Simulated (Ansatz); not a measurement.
Level of theory: PBE (plane waves to 420 eV, PAW; Ansatz, a first-principles code).

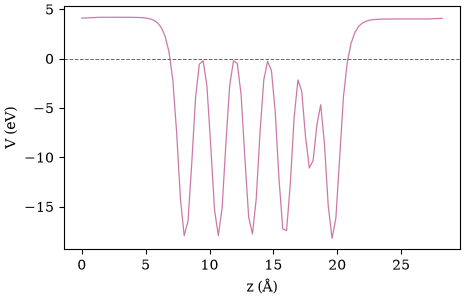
Figure. Plane-averaged electrostatic potential energy along the normal, in eV from the Fermi level, for a constructed model of the (0001) surface of hcp Zr (in the relaxation 1 Zr–Zr bonds formed), a layer of Ni in place of the second plane (bottom of the slab: a bare face, its two planes held)

Model: 6-atom slab, 12.3 Å thick at the start, 13x13x1 mesh, Fermi-Dirac 0.1 eV, dipole correction, 2 atoms held, the rest relaxed; symmetry of the start imposed; spin-polarised, ending with about 0.5 μB a cell; orders that need a larger cell were not tried, no spin-orbit, no U. It is one candidate, not shown to be the stable structure of the face.

The vacuum level lies 4.01 eV above the Fermi level over the top face and 4.18 eV above it under the bottom face.
